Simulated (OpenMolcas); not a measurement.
**A workflow on GaH2O2F (SMILES [OH][Ga]([OH])[F])**

Wanted: the energy (HF/ANO-RCC-MB), then the energy (CASSCF(2,2)/ANO-RCC-VDZP), then the energy along one coordinate (CASPT2(2,2)/ANO-RCC-VDZP), then an energy scan (SC-NEVPT2(2,2)/ANO-RCC-VDZP), then an energy scan (MC-PDFT[tPBE](2,2)/ANO-RCC-VDZP) of GaH2O2F. 

The results are computed with OpenMolcas 26.06.

### Step 1. The molecule

GaH2O2F has 6 atoms, charge 0, and is taken as a singlet. SMILES: `[OH][Ga]([OH])[F]`. The coordinates come from a PBE0-D4/def2-TZVP relaxation. This is one conformer, not always the lowest.

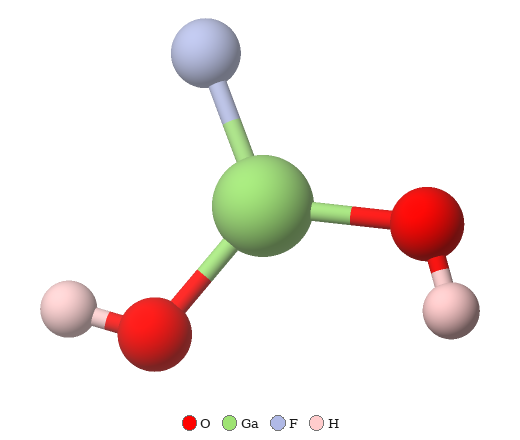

The structure, seen from a chosen angle (oxygen red, gallium green, fluorine light blue, hydrogen pink).

### Step 2. A single-point energy at HF/ANO-RCC-MB (DKH2) (run 1)

Contents of mol.xyz:

```xyz
6

O     -0.297200     1.351000    -0.574800
Ga    -0.068200    -0.342400    -0.117600
O      0.794400    -0.842300     1.335300
F     -0.722600    -1.588800    -1.144800
H     -0.788800     1.459000    -1.392800
H      1.124200    -0.100400     1.848500
```

Contents of step1.input:

```
&GATEWAY
Coord
mol.xyz
Basis
ANO-RCC-MB
Group
NoSym
&SEWARD
&SCF
PrOrbitals
0
&LOCALISATION
Occupied
Freeze
Pipek-Mezey
&LOCALISATION
FileOrb
$Project.LocOrb
Virtual
Pipek-Mezey
```

Started as:

```console
$ export MOLCAS_MEM=1860
$ pymolcas step1.input > step1.log
```

Log:

```text
--- Start Module: gateway ---
[...]
--- Stop Module: gateway /rc=_RC_ALL_IS_WELL_ ---
[...]
      Basis functions           35
[...]
       Convergence after  10 Iterations
[...]
::    Total SCF energy                              -2192.5943952094
[...]
      Total spin, S                                     0.0000000000
[...]
      Total electronic charge=   58.000000
      Total            charge=   -0.000000
[...]
      Dipole Moment (debye):
      Origin of the operator (angstrom)=   -0.0831   -0.3632   -0.1413
                   X=  8.6307E-03               Y=  1.9264E+00               Z= -7.1619E-02           Total=  1.9278E+00
      Quadrupole Moment (debye*angstrom):
[...]
--- Start Module: localisation ---
[...]
--- Stop Module: localisation /rc=_RC_ALL_IS_WELL_ ---
--- Start Module: localisation ---
[...]
--- Stop Module: localisation /rc=_RC_ALL_IS_WELL_ ---
[...]
```

Wall time 6.9 s (1 thread of AMD EPYC 7R43 (Zen 3), shared host); peak memory 0.41 GiB.

### Step 3. The energy at CASSCF(2,2)/ANO-RCC-VDZP (DKH2, RICD fitting) (run 2)

mol.xyz is that of step 2.

Contents of step2.inp:

```
* FGaH2O2 CASSCF
>>> EXPORT MOLCAS_PRINT=2

&GATEWAY
 Coord = mol.xyz
 Basis = ANO-RCC-MB
 Group = NoSym

&SEWARD

&RASSCF
 FileOrb = $CurrDir/step1.LocOrb
 Alter = 2
 1 21 29
 1 30 34
 Spin = 1
 Nactel = 2 0 0
 Inactive = 28
 Ras2 = 2
 OrbListing = Nothing
>>> COPY $Project.RunFile RUNFIL1
>>> COPY $Project.RasOrb INPORB

&GATEWAY
 Coord = mol.xyz
 Basis = ANO-RCC-VDZP
 Group = NoSym
 RICD

&SEWARD
>>> COPY $Project.RunFile RUNFIL2

&EXPBAS

&RASSCF
 FileOrb = $Project.ExpOrb
 Spin = 1
 Nactel = 2 0 0
 Inactive = 28
 Ras2 = 2
 OrbListing = Nothing
```

Started as:

```console
$ export MOLCAS_MEM=1860
$ pymolcas step2.inp > step2.log
```

Log:

```text
--- Start Module: gateway ---
[...]
      Basis functions           35
[...]
      Number of active orbitals                  2
[...]
      Spin quantum number                      0.0
[...]
      Active orbitals                            2
[...]
      Number of CSFs                             3
[...]
      Number of root(s) required                 1
[...]
      Convergence after 11 iterations
[...]
      printout of CI-coefficients larger than  0.05 for root  1
      energy=   -2192.613103
      conf/sym  11     Coeff  Weight
             1  20   0.99464 0.98931
             3  02  -0.10340 0.01069
      Natural orbitals and occupation numbers for root  1
      sym 1:   1.978615   0.021385
      ************************************************************************************************************************
      *                                                    Final results                                                     *
[...]
::    RASSCF root number  1 Total energy:  -2192.61310311
[...]
      Basis functions           79
[...]
      Convergence after 17 iterations
[...]
      Natural orbitals and occupation numbers for root  1
      sym 1:   1.981146   0.018854
      ************************************************************************************************************************
      *                                                    Final results                                                     *
[...]
::    RASSCF root number  1 Total energy:  -2192.87148712
[...]
      Total electronic charge=   58.000000
      Total            charge=   -0.000000
[...]
      Dipole Moment (debye):
      Origin of the operator (angstrom)=   -0.0831   -0.3632   -0.1413
                   X=  1.8017E-01               Y=  2.1535E+00               Z=  2.0209E-01           Total=  2.1705E+00
      Quadrupole Moment (debye*angstrom):
[...]
```

It took 19 s on 1 thread of AMD EPYC 7R43 (Zen 3), shared host; peak memory 0.41 GiB.

### Step 4. The energy along one coordinate at CASPT2(2,2)/ANO-RCC-VDZP (DKH2, RICD fitting, ipea shift 0.25 Eh, pt2 variant SS) (run 3)

Contents of step3.inp:

```
>>> COPY $CurrDir/step2.RasOrb $Project.RasOrb
>>> ForEach K in (1, 2, 3, 4, 5, 6, 7, 8, 9)
&gateway
coord=$CurrDir/point$K.xyz
basis=ANO-RCC-VDZP
group=NoSym
ricd
&seward
&rasscf
fileorb=$Project.RasOrb
spin=1
nactel=2 0 0
inactive=28
ras2=2
orblisting=Nothing
&caspt2
imaginary=0.2
frozen=12
>>> EndDo
```

Started as:

```console
$ export MOLCAS_MEM=1860
$ pymolcas step3.inp > step3.log
```

Log:

```text
[...]
      Basis functions           79
[...]
      Number of active orbitals                  2
[...]
      Spin quantum number                      0.0
[...]
      Active orbitals                            2
[...]
      Number of CSFs                             3
[...]
      Number of root(s) required                 1
[...]
      Convergence after 13 iterations
[...]
      printout of CI-coefficients larger than  0.05 for root  1
      energy=   -2192.858603
      conf/sym  11     Coeff  Weight
             1  20   0.99684 0.99368
             3  02  -0.07948 0.00632
      Natural orbitals and occupation numbers for root  1
      sym 1:   1.987365   0.012635
      ************************************************************************************************************************
      *                                                    Final results                                                     *
[...]
::    RASSCF root number  1 Total energy:  -2192.85860341
[...]
::    CASPT2 Root  1     Total energy:  -2193.70220069
[...]
      Convergence after 13 iterations
[...]
      Natural orbitals and occupation numbers for root  1
      sym 1:   1.981181   0.018819
      ************************************************************************************************************************
      *                                                    Final results                                                     *
[...]
      Convergence after 13 iterations
[...]
      Convergence after 14 iterations
[...]
      Convergence after 12 iterations
[...]
::    RASSCF root number  1 Total energy:  -2192.71102919
[...]
::    CASPT2 Root  1     Total energy:  -2193.53314123
[...]
      Convergence after 10 iterations
[...]
::    RASSCF root number  1 Total energy:  -2192.70443141
[...]
      Reference weight:           0.82776
[...]
::    CASPT2 Root  1     Total energy:  -2193.52270444
[...]
```

Wall time 1.8 min (1 thread of AMD EPYC 7R43 (Zen 3), shared host); peak memory 0.24 GiB.

The scan, from its lowest point:

```tsv
H5–O1 (Å)	energy (kJ/mol)
0.864	37.2
0.960	0.0
1.056	14.1
1.201	79.6
1.393	189.0
1.633	312.4
1.921	414.8
2.305	481.1
2.881	508.5
```

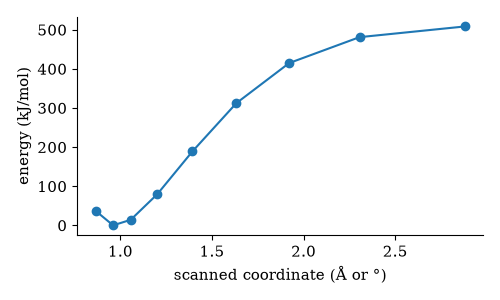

Energy along the scan.

### Step 5. An energy scan at SC-NEVPT2(2,2)/ANO-RCC-VDZP (DKH2, RICD fitting, pt2 variant SC-NEVPT2) (run 4)

Contents of step4.input:

```
>>> COPY $CurrDir/step2.RasOrb $Project.RasOrb
>>> ForEach K in (1, 2, 3, 4, 5, 6, 7, 8, 9)
&GATEWAY
Coord=$CurrDir/point$K.xyz
Basis=ANO-RCC-VDZP
Group=NoSym
RICD
&SEWARD
&RASSCF
FileOrb=$Project.RasOrb
Spin=1
Nactel=2 0 0
Inactive=28
Ras2=2
OrbListing=Nothing
&CASPT2
SC-NEVPT2
Frozen=12
>>> EndDo
```

Started as:

```console
$ export MOLCAS_MEM=1860
$ pymolcas step4.input > step4.log
```

Log:

```text
--- Start Module: gateway ---
[...]
      Basis functions           79
[...]
      Number of active orbitals                  2
[...]
      Spin quantum number                      0.0
[...]
      Active orbitals                            2
[...]
      Number of CSFs                             3
[...]
      Number of root(s) required                 1
[...]
      Convergence after 13 iterations
[...]
      printout of CI-coefficients larger than  0.05 for root  1
      energy=   -2192.858603
      conf/sym  11     Coeff  Weight
             1  20   0.99684 0.99368
             3  02  -0.07948 0.00632
      Natural orbitals and occupation numbers for root  1
      sym 1:   1.987365   0.012635
      ************************************************************************************************************************
      *                                                    Final results                                                     *
[...]
::    RASSCF root number  1 Total energy:  -2192.85860341
[...]
::    SC-NEVPT2 Root  1     Total energy:  -2193.70169815
[...]
      Convergence after 13 iterations
[...]
      Natural orbitals and occupation numbers for root  1
      sym 1:   1.981181   0.018819
      ************************************************************************************************************************
      *                                                    Final results                                                     *
[...]
      Convergence after 13 iterations
[...]
      Convergence after 14 iterations
[...]
      Convergence after 12 iterations
[...]
::    RASSCF root number  1 Total energy:  -2192.71102919
[...]
::    SC-NEVPT2 Root  1     Total energy:  -2193.52889598
[...]
      Convergence after 10 iterations
[...]
::    RASSCF root number  1 Total energy:  -2192.70443141
[...]
::    SC-NEVPT2 Root  1     Total energy:  -2193.51866132
[...]
```

Run time: 1.7 min. Hardware: 1 thread of AMD EPYC 7R43 (Zen 3), shared host; peak memory 0.24 GiB.

The scan, from its lowest point:

```tsv
H5–O1 (Å)	energy (kJ/mol)
0.864	40.4
0.960	0.0
1.056	11.3
1.201	74.5
1.393	185.8
1.633	316.1
1.921	425.5
2.305	494.0
2.881	520.9
```

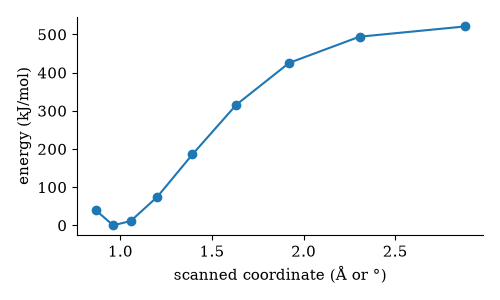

Energy along the scan.

### Step 6. An energy scan at MC-PDFT[tPBE](2,2)/ANO-RCC-VDZP (DKH2, RICD fitting) (run 5)

Contents of step5.input:

```
>>> COPY $CurrDir/step2.RasOrb $Project.RasOrb
>>> ForEach K in (1, 2, 3, 4, 5, 6, 7, 8, 9)
&GATEWAY
Coord=$CurrDir/point$K.xyz
Basis=ANO-RCC-VDZP
Group=NoSym
RICD
&SEWARD
&RASSCF
FileOrb=$Project.RasOrb
Spin=1
Nactel=2 0 0
Inactive=28
Ras2=2
OrbListing=Nothing
&MCPDFT
KSDFT=T:PBE
>>> EndDo
```

Started as:

```console
$ export MOLCAS_MEM=1860
$ pymolcas step5.input > step5.log
```

Log:

```text
--- Start Module: gateway ---
[...]
      Basis functions           79
[...]
      Number of active orbitals                  2
[...]
      Spin quantum number                      0.0
[...]
      Active orbitals                            2
[...]
      Number of CSFs                             3
[...]
      Number of root(s) required                 1
[...]
      Convergence after 13 iterations
[...]
      printout of CI-coefficients larger than  0.05 for root  1
      energy=   -2192.858603
      conf/sym  11     Coeff  Weight
             1  20   0.99684 0.99368
             3  02  -0.07948 0.00632
      Natural orbitals and occupation numbers for root  1
      sym 1:   1.987365   0.012635
      ************************************************************************************************************************
      *                                                    Final results                                                     *
[...]
::    RASSCF root number  1 Total energy:  -2192.85860341
[...]
::    MCPDFT root number  1 Total energy:  -2195.12943435
[...]
      Convergence after 13 iterations
[...]
      Natural orbitals and occupation numbers for root  1
      sym 1:   1.981181   0.018819
      ************************************************************************************************************************
      *                                                    Final results                                                     *
[...]
      Convergence after 13 iterations
[...]
      Convergence after 14 iterations
[...]
      Convergence after 12 iterations
[...]
::    RASSCF root number  1 Total energy:  -2192.71102919
[...]
::    MCPDFT root number  1 Total energy:  -2194.95223859
[...]
      Convergence after 10 iterations
[...]
::    RASSCF root number  1 Total energy:  -2192.70443141
[...]
::    MCPDFT root number  1 Total energy:  -2194.94120112
[...]
```

Wall time 95 s (1 thread of AMD EPYC 7R43 (Zen 3), shared host); peak memory 0.24 GiB.

The scan, from its lowest point:

```tsv
H5–O1 (Å)	energy (kJ/mol)
0.864	37.1
0.960	0.0
1.056	13.7
1.201	78.6
1.393	188.5
1.633	316.6
1.921	428.2
2.305	502.4
2.881	531.3
```

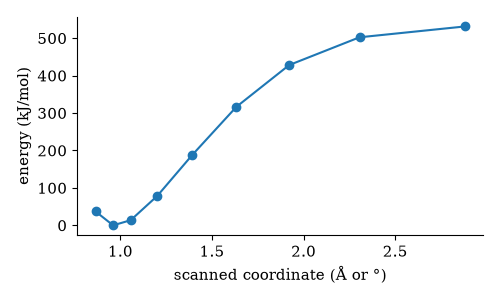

Energy along the scan.

### Step 7. What came out

| quantity | value |
| --- | --- |
| run 1, HF/ANO-RCC-MB: total energy | -2192.59440 Eh |
| run 1, HF/ANO-RCC-MB: dipole moment | 1.93 D |
| run 1, HF/ANO-RCC-MB: HOMO energy | -13.75 eV |
| run 1, HF/ANO-RCC-MB: LUMO energy | 2.66 eV |
| run 1, HF/ANO-RCC-MB: HOMO–LUMO gap | 16.40 eV |
| run 2, CASSCF(2,2)/ANO-RCC-VDZP: total energy | -2192.87149 Eh |
| run 2, CASSCF(2,2)/ANO-RCC-VDZP: dipole moment (CASSCF density) | 2.17 D |
| run 3, CASPT2(2,2)/ANO-RCC-VDZP: lowest energy of the scan | -2193.71637 Eh |
| run 4, SC-NEVPT2(2,2)/ANO-RCC-VDZP: lowest energy of the scan | -2193.71707 Eh |
| run 5, MC-PDFT[tPBE](2,2)/ANO-RCC-VDZP: lowest energy of the scan | -2195.14358 Eh |

Mulliken charges (run 2, CASSCF(2,2)/ANO-RCC-VDZP) run from -0.74 on O3 to +2.02 on Ga2.
